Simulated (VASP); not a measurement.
Band structure of CsBr (CsCl type). Method: optB88-vdW, VASP's PBE PAW potentials (set 64) (plane waves; VASP 6.6.1).

Unless said otherwise, spin-orbit coupling is left out, though it shifts the bands of the heavy elements here.

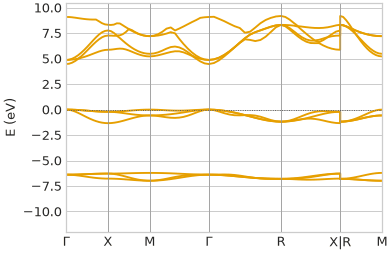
*Bands along high-symmetry lines, zero at the valence-band maximum or, without a gap, the Fermi level*

**Question.** Read the plot: is there a gap, and where are the band edges?

**Answer.** The gap is direct, 4.47 eV, from the valence maximum at Γ to the conduction minimum at Γ. (Edges off the drawn lines would not show.)

Measured: gap 7.30 eV (computed value off by -2.83 eV), as given by Aguado et al., (1998), arXiv:cond-mat/9809176.

The compound is CsBr in the CsCl type structure. It was relaxed first.
